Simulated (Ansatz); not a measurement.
**NH3+ (doublet): one geometry, many settings at distance N1–H2 = 0.912 Å**

What do other methods and options give for NH3+ (doublet) at this geometry, and how long do they take?

Computed with Ansatz 0.2.0, Gaussian basis. Level: the settings change from run to run.

14 further runs of the same task are left out: 8 that didn't finish, 6 set aside as unsound or not needed.

## (1) The geometry

The geometry derives from a PBE0/def2-TZVP stationary point (not a proven minimum). One bond is set to the value named and the two fragments are kept rigid.

4 atoms, charge 1, spin multiplicity 2.

Atoms are counted from 1 here; the program's logs count them from 0.

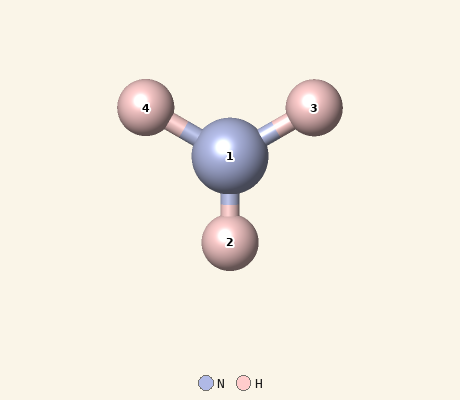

The structure; nitrogen light blue, hydrogen pink; atoms are numbered from 1 in the order of the file.

## (2) NEVPT2(5,3)/6-31G

File in.yaml:

```yaml
crystal:
  periodic: [false, false, false]
  atoms:
    - {symbol: N, position_ang: [0.006635, 0.000089, 0.000000]}
    - {symbol: H, position_ang: [0.918552, 0.012340, -0.000063]}
    - {symbol: H, position_ang: [-0.517289, 0.880034, -0.002762]}
    - {symbol: H, position_ang: [-0.493462, -0.893613, 0.002832]}
basis:
  gaussian: {orbitals: 6-31G}
total_charge: 1
magnetization: {spin_polarized: false, initial_magnetization: 1}
correlation: {method: sc_nevpt2, electrons: all, active_space: {window: {electrons: 5, orbitals: 3}}}
scf: {lower_state_search: light}
```

Run with:

```sh
$ ansatz run in.yaml --threads 1 --pin off --events-out ev --progress --plain --max-ram 2393MiB
```

Log:

```text
Functional definition: HF
  name "HF"
  cite "Fock, Z. Phys. 61, 126 (1930) doi:10.1007/BF01340294"
  parent pbe
  exchange = exact_x
  correlation = 0
228 factors; integrals over basis functions are off by at most 3.3e-4 eV
mean field evaluation 1: about -1518.1150 eV, gradient 2.7e1 eV
mean field evaluation 2: about -1518.1151 eV, gradient 2.7e1 eV
mean field evaluation 4: about -1519.6327 eV, gradient 1.2e0 eV
mean field evaluation 8: about -1519.6364 eV, gradient 1.5e-4 eV
mean field -1519.63644947 eV, -55.8456094714 hartree, gradient 1.1e-6 eV, S^2 0.750000; 0 other end points of the search recorded, 0 dependent functions left out
reference -1519.63644947 eV, -55.8456094714 hartree; 5, 4 occupied and 10, 11 virtual orbitals, 228 factors
state -1519.63644947 eV, -55.8456094714 hartree
state -1519.63644947 eV, -55.8456094714 hartree; corrected -1521.79980440 eV, -55.9251112988 hartree
WARN: 2 active orbitals are nearly empty or full. The corrections depend on them more than the energy does, and are more stable in an active space without them
Total energy: -1521.79980440 eV, -55.9251112988 hartree
```

It took 0.12 s on 1 thread of Arm Neoverse V1, shared host.

From the report: 1 determinant; active occupations 2.00, 2.00, 1.00. The report marks this result as in doubt.

## (3) CCSD(T)/6-31G

in.yaml: that of step 2 with these lines changed.

```diff
@@ -11,3 +11,4 @@
 magnetization: {spin_polarized: false, initial_magnetization: 1}
-correlation: {method: sc_nevpt2, electrons: all, active_space: {window: {electrons: 5, orbitals: 3}}}
-scf: {lower_state_search: light}
+hamiltonian: {xc: {name: B3LYP}}
+correlation: {method: ccsd_t, electrons: valence, diis_vectors: 2}
+accuracy: high
```

Same command.

Log, cut to the lines that bear on the results:

```text
Functional definition: B3LYP
  name "B3LYP"
  cite "Stephens, Devlin, Chabalowski & Frisch, J. Phys. Chem. 98, 11623 (1994) doi:10.1021/j100096a001"
  cite "Becke, Phys. Rev. A 38, 3098 (1988) doi:10.1103/PhysRevA.38.3098"
  cite "Lee, Yang & Parr, Phys. Rev. B 37, 785 (1988) doi:10.1103/PhysRevB.37.785"
  cite "Vosko, Wilk & Nusair, Can. J. Phys. 58, 1200 (1980) doi:10.1139/p80-159"
[...]
348 factors; integrals over basis functions are off by at most 9.5e-9 eV
[...]
mean field -1528.24573553 eV, -56.1619948986 hartree, gradient 7.9e-9 eV, S^2 0.750000; 0 other end points of the search recorded, 0 dependent functions left out
1 core orbitals not correlated: weight in the atoms' cores, before any rotation towards them, 1.000 or more for the frozen orbitals, at most 0.000 for the correlated occupied ones
reference -1519.59509404 eV, -55.8440896874 hartree; 4, 3 occupied and 10, 11 virtual orbitals, 348 factors
second order -2.31449269 eV of doubles, -0.06871548 eV of singles
cycle   1  -2.68223745 eV  change   -3.0e-1 eV  update   3.4e-2
[...]
cycle  22  -2.82286886 eV  change   2.4e-10 eV  update  3.8e-10
perturbative correction -0.02040001 eV, -0.0007496865 hartree
Total energy: -1522.43836291 eV, -55.9485778913 hartree
```

Wall time 1.1 s (1 thread of Arm Neoverse V1, shared host).

From the report: correlation -2.8433 eV; T1 0.014; largest double amplitude 0.04. The orbitals are Kohn-Sham ones, so correlation energy and T1 don't compare with those on Hartree-Fock orbitals.

## (4) CCSDT on UHF/STO-3G

File in.yaml:

```yaml
crystal:
  periodic: [false, false, false]
  atoms:
    - {symbol: N, position_ang: [0.006635, 0.000089, 0.000000]}
    - {symbol: H, position_ang: [0.918552, 0.012340, -0.000063]}
    - {symbol: H, position_ang: [-0.517289, 0.880034, -0.002762]}
    - {symbol: H, position_ang: [-0.493462, -0.893613, 0.002832]}
basis:
  gaussian: {orbitals: STO-3G}
total_charge: 1
magnetization: {spin_polarized: true, initial_magnetization: 1}
correlation: {method: ccsdt, electrons: valence}
```

Same command.

Log, cut to the lines that bear on the results:

```text
Functional definition: HF
  name "HF"
  cite "Fock, Z. Phys. 61, 126 (1930) doi:10.1007/BF01340294"
  parent pbe
[...]
108 factors; integrals over basis functions are off by at most 2.3e-8 eV
[...]
mean field -1501.50585443 eV, -55.1793223932 hartree, gradient 7.8e-6 eV, S^2 0.760729; 0 other end points of the search recorded, 0 dependent functions left out
1 core orbitals not correlated: weight in the atoms' cores, before any rotation towards them, 1.000 or more for the frozen orbitals, at most 0.000 for the correlated occupied ones
reference -1501.50585443 eV, -55.1793223932 hartree; 4, 3 occupied and 3, 4 virtual orbitals, 108 factors
second order -1.00071982 eV of doubles, -0.00000000 eV of singles
cycle   1  -1.26914476 eV  change   -2.7e-1 eV  update   3.6e-2
[...]
cycle  10  -1.43611447 eV  change   -4.8e-7 eV  update   2.8e-7
Total energy: -1502.94196891 eV, -55.2320986266 hartree
```

Wall time 0.54 s (1 thread of Arm Neoverse V1, shared host).

From the report: ⟨S²⟩ of the determinant 0.761 (pure doublet: 0.75); correlation -1.4361 eV; T1 0.005; largest double amplitude 0.07.

## (5) CASCI(3,4)/6-31G

File in.yaml:

```yaml
crystal:
  periodic: [false, false, false]
  atoms:
    - {symbol: N, position_ang: [0.006635, 0.000089, 0.000000]}
    - {symbol: H, position_ang: [0.918552, 0.012340, -0.000063]}
    - {symbol: H, position_ang: [-0.517289, 0.880034, -0.002762]}
    - {symbol: H, position_ang: [-0.493462, -0.893613, 0.002832]}
basis:
  gaussian: {orbitals: 6-31G, point_charges: [{charge: 1.00, position_ang: [5.809, -0.500, -0.557]}]}
total_charge: 1
magnetization: {spin_polarized: false, initial_magnetization: 1}
correlation: {active_space: {window: {electrons: 3, orbitals: 4}, fixed_orbitals: true, states: [{multiplicity: 2, weights: [1, 1, 1, 1]}, {multiplicity: 4, weights: [1]}]}}
accuracy: high
scf: {lower_state_search: light}
output: {forces: true}
```

Launched as before.

Log, cut to the lines that bear on the results:

```text
Functional definition: HF
  name "HF"
  cite "Fock, Z. Phys. 61, 126 (1930) doi:10.1007/BF01340294"
  parent pbe
[...]
348 factors; integrals over basis functions are off by at most 3.4e-9 eV
[...]
mean field -1517.17816730 eV, -55.7552692681 hartree, gradient 1.4e-8 eV, S^2 0.750000; 0 other end points of the search recorded, 0 dependent functions left out
reference -1517.17816730 eV, -55.7552692681 hartree; 5, 4 occupied and 10, 11 virtual orbitals, 348 factors
state -1517.24981291 eV, -55.7579021956 hartree
state -1509.67621689 eV, -55.4795776753 hartree
state -1503.69550106 eV, -55.2597904225 hartree
state -1501.45088072 eV, -55.1773021463 hartree
state -1500.77580999 eV, -55.1524937549 hartree
[...]
Total energy: -1506.56964431 eV, -55.3654132389 hartree
Atom 0 at     0.006635     0.000089     0.000000 Å, force     1.769583    -1.041936     0.002861 eV/Å
Atom 1 at     0.918552     0.012340    -0.000063 Å, force     6.620752    -0.250037     0.038850 eV/Å
Atom 2 at    -0.517289     0.880034    -0.002762 Å, force    -5.055406     5.366559    -0.015011 eV/Å
Atom 3 at    -0.493462    -0.893613     0.002832 Å, force    -3.821152    -4.043874     0.024827 eV/Å
Dipole moment:     0.329985    -0.345196     0.002207 e Å
```

Run time: 0.15 s. Hardware: 1 thread of Arm Neoverse V1, shared host.

From the report: 24 determinants; active occupations (of the averaged states) 1.59, 0.80, 0.40, 0.20.

## (6) CCSD(T) on ROHF/6-31G

File in.yaml:

```yaml
crystal:
  periodic: [false, false, false]
  atoms:
    - {symbol: N, position_ang: [0.006635, 0.000089, 0.000000]}
    - {symbol: H, position_ang: [0.918552, 0.012340, -0.000063]}
    - {symbol: H, position_ang: [-0.517289, 0.880034, -0.002762]}
    - {symbol: H, position_ang: [-0.493462, -0.893613, 0.002832]}
basis:
  gaussian: {orbitals: 6-31G}
total_charge: 1
magnetization: {spin_polarized: false, initial_magnetization: 1}
correlation: {method: ccsd_t, electrons: valence}
```

Launched as before.

Log, cut to the lines that bear on the results:

```text
Functional definition: HF
  name "HF"
  cite "Fock, Z. Phys. 61, 126 (1930) doi:10.1007/BF01340294"
  parent pbe
[...]
228 factors; integrals over basis functions are off by at most 3.3e-4 eV
[...]
mean field -1519.63644947 eV, -55.8456094714 hartree, gradient 1.1e-6 eV, S^2 0.750000; 0 other end points of the search recorded, 0 dependent functions left out
1 core orbitals not correlated: weight in the atoms' cores, before any rotation towards them, 1.000 or more for the frozen orbitals, at most 0.000 for the correlated occupied ones
reference -1519.63644947 eV, -55.8456094714 hartree; 4, 3 occupied and 10, 11 virtual orbitals, 228 factors
second order -2.29800619 eV of doubles, -0.04108907 eV of singles
cycle   1  -2.64630553 eV  change   -3.1e-1 eV  update   3.5e-2
[...]
cycle   8  -2.79359259 eV  change   -3.3e-6 eV  update   7.6e-6
perturbative correction -0.02058135 eV, -0.0007563505 hartree
Total energy: -1522.45062340 eV, -55.9490284559 hartree
```

It took 0.27 s on 1 thread of Arm Neoverse V1, shared host.

From the report: correlation -2.8142 eV; T1 0.014; largest double amplitude 0.04.

## (7) CISD/STO-3G

in.yaml: that of step 6 with these lines changed.

```diff
@@ -8,5 +8,6 @@
 basis:
-  gaussian: {orbitals: 6-31G}
+  gaussian: {orbitals: STO-3G}
 total_charge: 1
 magnetization: {spin_polarized: false, initial_magnetization: 1}
-correlation: {method: ccsd_t, electrons: valence}
+correlation: {active_space: {ras: {orbitals: [3, 1, 3], electrons: 7, max_holes: 2, max_particles: 2}, fixed_orbitals: true}}
+output: {forces: true}
```

The command is unchanged.

Log, cut to the lines that bear on the results:

```text
Functional definition: HF
  name "HF"
  cite "Fock, Z. Phys. 61, 126 (1930) doi:10.1007/BF01340294"
  parent pbe
[...]
100 factors; integrals over basis functions are off by at most 8.4e-6 eV
[...]
mean field -1501.40120321 eV, -55.1754765316 hartree, gradient 8.8e-6 eV, S^2 0.750000; 0 other end points of the search recorded, 0 dependent functions left out
reference -1501.40120321 eV, -55.1754765316 hartree; 5, 4 occupied and 3, 4 virtual orbitals, 100 factors
state -1502.90907650 eV, -55.2308898529 hartree
[...]
Total energy: -1502.90907650 eV, -55.2308898529 hartree
Atom 0 at     0.006635     0.000089     0.000000 Å, force    -9.272481    -0.124566     0.000638 eV/Å
Atom 1 at     0.918552     0.012340    -0.000063 Å, force    11.922346     0.160165    -0.000820 eV/Å
Atom 2 at    -0.517289     0.880034    -0.002762 Å, force    -1.354681     2.196565    -0.006893 eV/Å
Atom 3 at    -0.493462    -0.893613     0.002832 Å, force    -1.295185    -2.232163     0.007075 eV/Å
Dipole moment:    -0.032183    -0.000432     0.000002 e Å
```

It took 0.06 s on 1 thread of Arm Neoverse V1, shared host.

From the report: 93 determinants.

## (8) HF/STO-3G

in.yaml: that of step 7 with these lines changed.

```diff
@@ -11,3 +11,3 @@
 magnetization: {spin_polarized: false, initial_magnetization: 1}
-correlation: {active_space: {ras: {orbitals: [3, 1, 3], electrons: 7, max_holes: 2, max_particles: 2}, fixed_orbitals: true}}
-output: {forces: true}
+hamiltonian: {xc: hf}
+output: {forces: true, orbitals: {seedname: orbitals}}
```

Launched as before.

Log, cut to the lines that bear on the results:

```text
Functional definition: HF
  name "HF"
  cite "Fock, Z. Phys. 61, 126 (1930) doi:10.1007/BF01340294"
  parent pbe
[...]
100 factors; integrals over basis functions are off by at most 8.4e-6 eV
[...]
mean field -1501.40120321 eV, -55.1754765316 hartree, gradient 1.4e-5 eV, S^2 0.750000; 0 other end points of the search recorded, 0 dependent functions left out
[...]
reference -1501.40120321 eV, -55.1754765316 hartree; 5, 4 occupied and 3, 4 virtual orbitals, 100 factors
Total energy: -1501.40120321 eV, -55.1754765316 hartree
Atom 0 at     0.006635     0.000089     0.000000 Å, force    -9.364799    -0.125807     0.000644 eV/Å
Atom 1 at     0.918552     0.012340    -0.000063 Å, force    11.073379     0.148760    -0.000762 eV/Å
Atom 2 at    -0.517289     0.880034    -0.002762 Å, force    -0.873506     1.418894    -0.004453 eV/Å
Atom 3 at    -0.493462    -0.893613     0.002832 Å, force    -0.835074    -1.441847     0.004570 eV/Å
Dipole moment:    -0.039983    -0.000537     0.000003 e Å
```

Run time: 0.06 s. Hardware: 1 thread of Arm Neoverse V1, shared host.

## (9) CASCI(3,6)/def2-SVP

in.yaml: that of step 8 with these lines changed.

```diff
@@ -8,6 +8,6 @@
 basis:
-  gaussian: {orbitals: STO-3G}
+  gaussian: {orbitals: def2-SVP}
 total_charge: 1
 magnetization: {spin_polarized: false, initial_magnetization: 1}
-hamiltonian: {xc: hf}
-output: {forces: true, orbitals: {seedname: orbitals}}
+correlation: {active_space: {window: {electrons: 3, orbitals: 6}, fixed_orbitals: true, states: [{multiplicity: 2, weights: [1, 0.5]}, {multiplicity: 4, weights: [1]}], root: 1}}
+scf: {lower_state_search: full}
```

Launched as before.

Log:

```text
Functional definition: HF
  name "HF"
  cite "Fock, Z. Phys. 61, 126 (1930) doi:10.1007/BF01340294"
  parent pbe
  exchange = exact_x
  correlation = 0
528 factors; integrals over basis functions are off by at most 2.3e-7 eV
mean field evaluation 1: about -1517.2752 eV, gradient 2.9e1 eV
mean field evaluation 2: about -1517.2746 eV, gradient 2.9e1 eV
mean field evaluation 4: about -1518.9482 eV, gradient 1.5e0 eV
mean field evaluation 8: about -1518.9555 eV, gradient 6.4e-5 eV
mean field evaluation 16: about -1517.5011 eV, gradient 2.3e1 eV
mean field evaluation 32: about -1518.9555 eV, gradient 1.1e-6 eV
mean field -1518.95549334 eV, -55.8205847953 hartree, gradient 8.1e-7 eV, S^2 0.750000; 3 other end points of the search recorded, 0 dependent functions left out
reference -1518.95549334 eV, -55.8205847953 hartree; 5, 4 occupied and 24, 25 virtual orbitals, 528 factors
state -1519.09818593 eV, -55.8258286511 hartree
state -1511.48297521 eV, -55.5459748188 hartree
state -1502.49442402 eV, -55.2156516553 hartree
Total energy: -1511.48297521 eV, -55.5459748188 hartree
```

Wall time 0.15 s (1 thread of Arm Neoverse V1, shared host).

From the report: 17 determinants; active occupations (of the averaged states) 1.40, 1.20, 0.40, 0.00, 0.00, 0.00.

## (10) HF/6-31G

File in.yaml:

```yaml
crystal:
  periodic: [false, false, false]
  atoms:
    - {symbol: N, position_ang: [0.006635, 0.000089, 0.000000]}
    - {symbol: H, position_ang: [0.918552, 0.012340, -0.000063]}
    - {symbol: H, position_ang: [-0.517289, 0.880034, -0.002762]}
    - {symbol: H, position_ang: [-0.493462, -0.893613, 0.002832]}
basis:
  gaussian: {orbitals: 6-31G, fitting: {mean_field: def2-universal-jkfit}}
total_charge: 1
magnetization: {spin_polarized: false, initial_magnetization: 1}
hamiltonian: {xc: hf}
output: {orbitals: {seedname: orbitals}}
```

The command is unchanged.

Log:

```text
Functional definition: HF
  name "HF"
  cite "Fock, Z. Phys. 61, 126 (1930) doi:10.1007/BF01340294"
  parent pbe
  exchange = exact_x
  correlation = 0
131 factors; integrals over basis functions are off by at most 2.6e-2 eV
mean field evaluation 1: about -1518.1129 eV, gradient 2.7e1 eV
mean field evaluation 2: about -1519.4039 eV, gradient 9.6e0 eV
mean field evaluation 4: about -1519.6364 eV, gradient 9.3e-2 eV
mean field -1519.63647548 eV, -55.8456104274 hartree, gradient 2.9e-5 eV, S^2 0.750000; 0 other end points of the search recorded, 0 dependent functions left out
reference -1519.63647548 eV, -55.8456104274 hartree; 5, 4 occupied and 10, 11 virtual orbitals, 131 factors
Total energy: -1519.63647548 eV, -55.8456104274 hartree
```

Run time: 0.06 s. Hardware: 1 thread of Arm Neoverse V1, shared host.

## (11) All runs side by side

Where basis and cores are those of an earlier FCI/6-31G run (-1522.4580 eV), and the state is the same kind, the miss against it is given. † marks a result that the program doubts.

| level | correlated | functions | energy (eV) | from FCI (meV) | time |
| --- | --- | --- | --- | --- | --- |
| NEVPT2(5,3)/6-31G † | all | 15 | -1521.7998 |  | 0.12 s |
| CCSD(T)/6-31G (on B3LYP orbitals) | valence | 15 | -1522.4384 | 19.6 | 1.1 s |
| CCSDT on UHF/STO-3G | valence | 8 | -1502.9420 |  | 0.54 s |
| CASCI(3,4)/6-31G (mean of several states, beside a point charge) |  | 15 | -1506.5696 |  | 0.15 s |
| CCSD(T) on ROHF/6-31G | valence | 15 | -1522.4506 | 7.3 | 0.27 s |
| CISD/STO-3G | valence | 8 | -1502.9091 |  | 0.06 s |
| HF/STO-3G |  | 8 | -1501.4012 |  | 0.06 s |
| CASCI(3,6)/def2-SVP (excited root 1 of an average) |  | 29 | -1511.4830 |  | 0.15 s |
| HF/6-31G |  | 15 | -1519.6365 | 2821.5 | 0.06 s |

## (12) What came out

| quantity | value |
| --- | --- |
| runs | 9 |
| quickest | CISD/STO-3G, 0.06 s |
| slowest | CCSD(T)/6-31G (on B3LYP orbitals), 1.1 s |

**Reading.** Total energies in different bases, with other cores or another treatment of relativity can't be set against each other. CCSD(T)/6-31G (on B3LYP orbitals) took 18 times as long as CISD/STO-3G; the jobs differ in more than the method. Among the correlated runs with a miss given, it spans +7 to +20 meV. Hartree-Fock, CASSCF and CASCI lack dynamic correlation by design. Cores frozen from Kohn-Sham orbitals shift the total energy.
